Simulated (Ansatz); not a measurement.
C$_{2}$H$_{6}$FMoNO (SMILES C[N]=[Mo]([CH3])(=[O])[F])

```json
{"atom": "C", "x (Å)": "-0.9573", "y (Å)": "-0.7627", "z (Å)": "1.8473"}
{"atom": "C", "x (Å)": "1.0926", "y (Å)": "-0.1658", "z (Å)": "-1.7559"}
{"atom": "F", "x (Å)": "1.0991", "y (Å)": "2.5372", "z (Å)": "0.1110"}
{"atom": "Mo", "x (Å)": "0.0837", "y (Å)": "1.0493", "z (Å)": "-0.3692"}
{"atom": "N", "x (Å)": "-0.1477", "y (Å)": "-0.0118", "z (Å)": "0.9594"}
{"atom": "O", "x (Å)": "-1.4231", "y (Å)": "1.3522", "z (Å)": "-1.0328"}
{"atom": "H", "x (Å)": "-0.6415", "y (Å)": "-1.8199", "z (Å)": "1.8327"}
{"atom": "H", "x (Å)": "-2.0248", "y (Å)": "-0.7155", "z (Å)": "1.5659"}
{"atom": "H", "x (Å)": "-0.8437", "y (Å)": "-0.3964", "z (Å)": "2.8816"}
{"atom": "H", "x (Å)": "1.2499", "y (Å)": "0.4135", "z (Å)": "-2.6815"}
{"atom": "H", "x (Å)": "0.5243", "y (Å)": "-1.0764", "z (Å)": "-1.9960"}
{"atom": "H", "x (Å)": "2.0653", "y (Å)": "-0.4592", "z (Å)": "-1.3284"}
```

Geometry: PBE0-D4/def2-SVP; core potentials replace the inner electrons of Mo.

Theory: isolated molecule in a Gaussian basis; Kohn-Sham density functional theory, functional PBE0 (Ansatz 0.2.0).

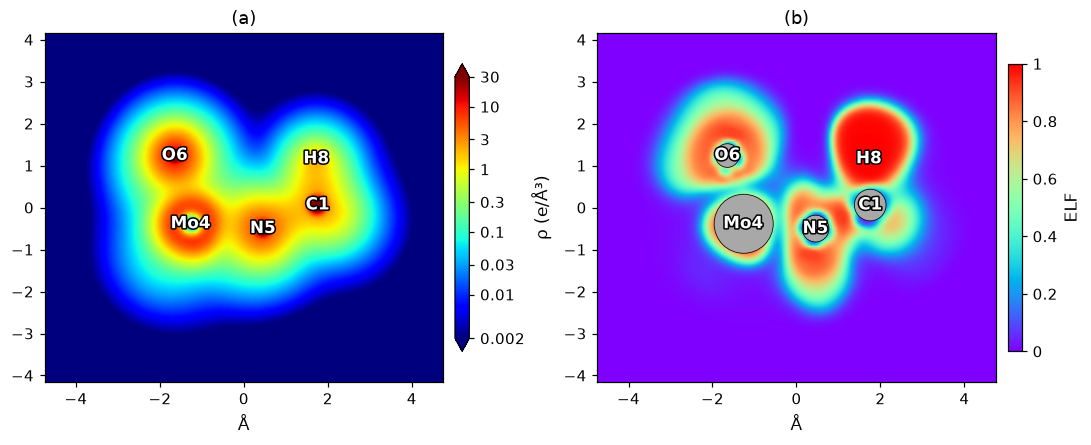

Figure 1. (a) electron density; (b) electron localisation function on the plane of atoms C1, N5 and Mo4. Grey discs cover the atomic cores in the ELF map.

Interpret the plot.

The section cuts through C, Mo, N, O and H sites. C–N (1.42 Å): the density is about 2 e/Å³ at the midpoint; the ELF peaks at about 0.90 between the atoms: a covalent bond. Mo–O (1.67 Å): the density is about 2 e/Å³ at the midpoint; the ELF peaks at about 0.75 in the valence shell of O, 0.5 Å from its nucleus, and drops to about 0.40 between the two atoms. Mo–N (1.72 Å): ρ at the midpoint is about 1.8 e/Å³; the ELF peaks at about 0.75 in the valence shell of N, 0.6 Å from its nucleus, and drops to about 0.35 between the two atoms. C–H (1.10 Å): ρ is about 2 e/Å³ halfway; the ELF climbs to about 1 towards the hydrogen, as it does in any bond to H (an ordinary covalent bond to hydrogen).

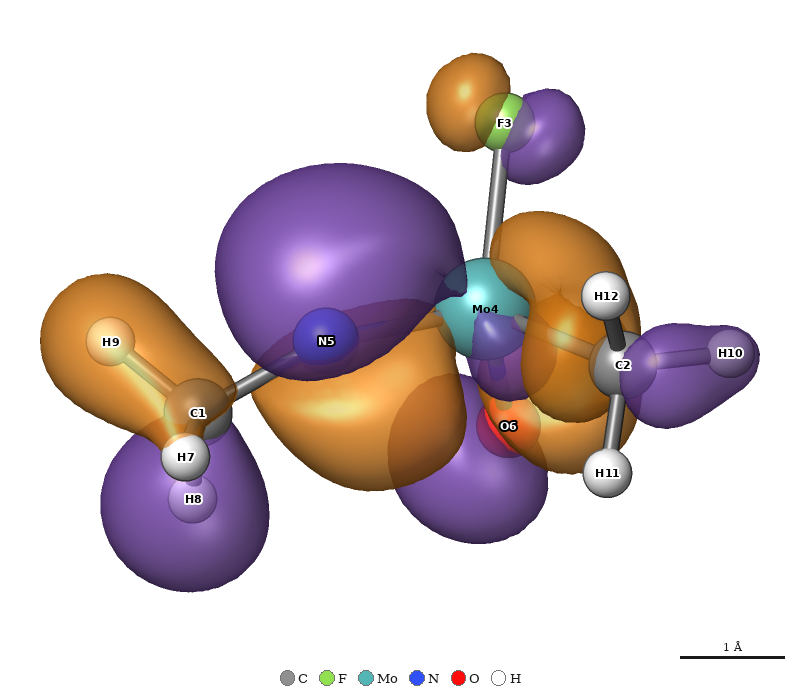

Figure 2. One frontier orbital at ±0.08 Å⁻³ᐟ² (orange and purple are the two phases), seen at an oblique angle.

Which orbital is it: HOMO or LUMO?

The HOMO, at −7.89 eV. It lies mainly on N5 (about 45 %), O6 (about 20 %), Mo4 (about 15 %) and C1 (about 10 %).

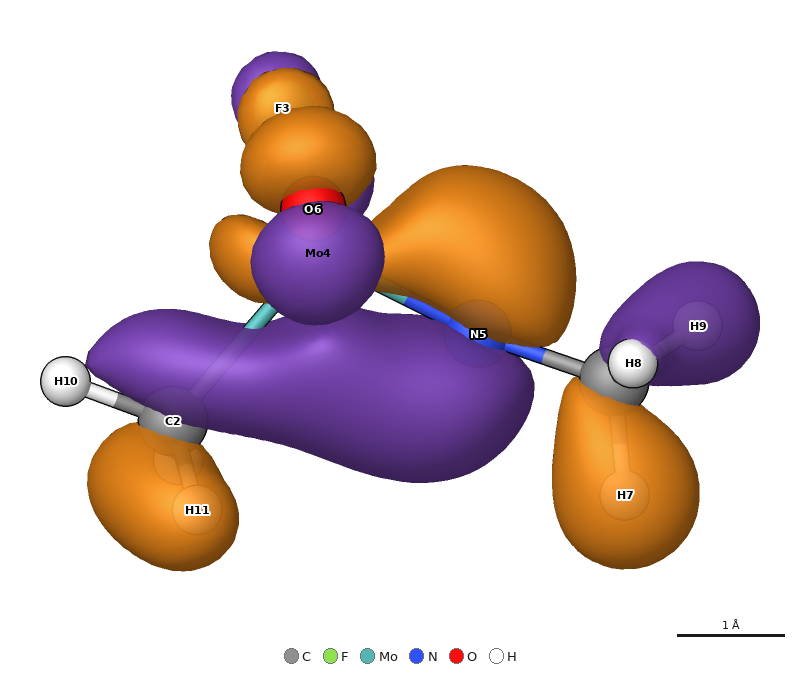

Figure 3. The HOMO−1 at ±0.1 Å⁻³ᐟ² (orange and purple are the two phases), seen across its widest extent.

Describe this orbital and give its energy.

By Hirshfeld shares it lies mainly on N5 (about 35 %), Mo4 (about 20 %), C2 (about 10 %), O6 (about 10 %) and C1 (about 10 %). Its energy is −8.39 eV.
